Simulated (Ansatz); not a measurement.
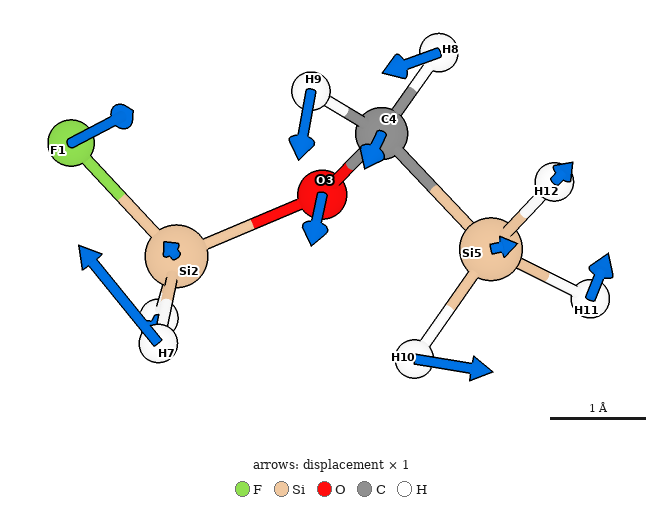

This is a relaxation of CH$_{7}$FOSi$_{2}$. The starting structure is drawn; blue arrows show the displacements, at their true length. The two geometries are superimposed by the best rigid fit.

Style: ball-and-stick. Shown from a free direction.

The start comes from PBE-D4/def2-SVP.

Level of theory: RKS PBE0-D4/def2-TZVP in Ansatz 0.2.0.

Input
```yaml
crystal:
  periodic: [false, false, false]
  atoms:
    - {symbol: F, position_ang: [-2.620932, -0.110519, 1.551122]}
    - {symbol: Si, position_ang: [-1.144058, 0.598812, 1.571315]}
    - {symbol: O, position_ang: [0.006700, -0.464609, 1.005905]}
    - {symbol: C, position_ang: [0.069641, -0.942312, -0.344271]}
    - {symbol: Si, position_ang: [1.330954, 0.074255, -1.365926]}
    - {symbol: H, position_ang: [-0.758251, 0.894447, 2.982212]}
    - {symbol: H, position_ang: [-1.258718, 1.810069, 0.692355]}
    - {symbol: H, position_ang: [0.391716, -2.006567, -0.317913]}
    - {symbol: H, position_ang: [-0.929085, -0.939147, -0.840198]}
    - {symbol: H, position_ang: [0.902228, 1.515182, -1.407112]}
    - {symbol: H, position_ang: [2.686073, -0.016636, -0.724126]}
    - {symbol: H, position_ang: [1.400732, -0.467975, -2.769264]}
basis:
  gaussian: {orbitals: def2-TZVP}
hamiltonian: {xc: pbe0, dispersion: d4}
relax: {f_tol: 0.005, max_steps: 150}
```

Command:
```bash
ansatz run in.yaml --threads 4 --pin off --events-out ev --progress --plain --max-ram 10444MiB
```

What did the optimiser do to the structure, and how much energy did it gain?

H7 moves most after the best rigid fit: 1.35 Å. Largest moves by element: H 1.35 Å, F 1.28 Å, O 0.68 Å, C 0.52 Å, Si 0.30 Å. Some distances before and after: F1–Si2 1.639 → 1.597 Å, Si2–O3 1.666 → 1.626 Å, C4–Si5 1.915 → 1.891 Å, Si5–H10 1.504 → 1.485 Å. Bond angles that change, for instance: O3–C4–H8 108.0° → 110.1°. Groups turn about O3–C4 by about 65°. The energy falls by 2.49 kcal/mol in 30 accepted moves (32 points after the start). Largest force component: 1.2 eV/Å at the start, 0.0016 eV/Å at the end. The line search rejected the trial steps at points 11, 18 of the run. The run took 2.1 min on 4 threads of Arm Neoverse V1 (shared host).
